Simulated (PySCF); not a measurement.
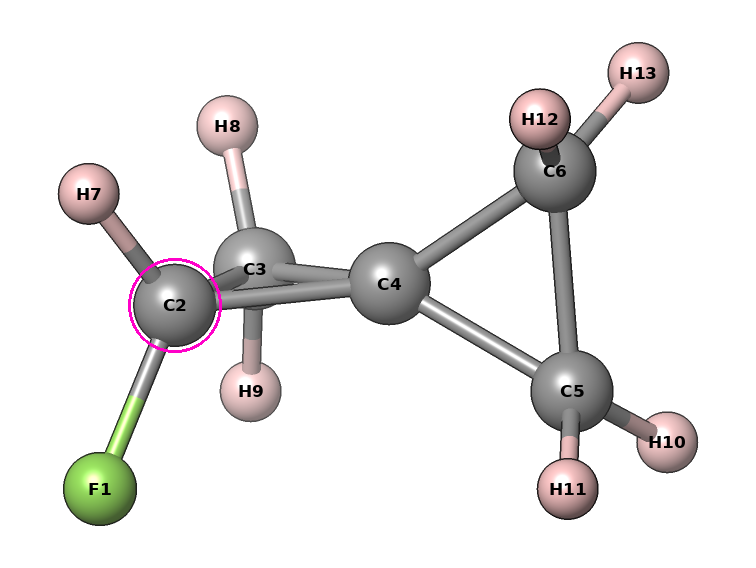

Depth is shown by fading: the farther an atom, the more it takes the colour of the background. Circles mark the stereogenic atoms. The geometry was computed by an optimisation with GFN2-xTB. No frequency run is at hand to confirm it as a minimum.

**What are the Cahn–Ingold–Prelog descriptors?**

C2: R (priorities F1 > C4 > C3 > H7).

**Give a SMILES with the stereochemistry.**

F[C@@H]1CC12CC2
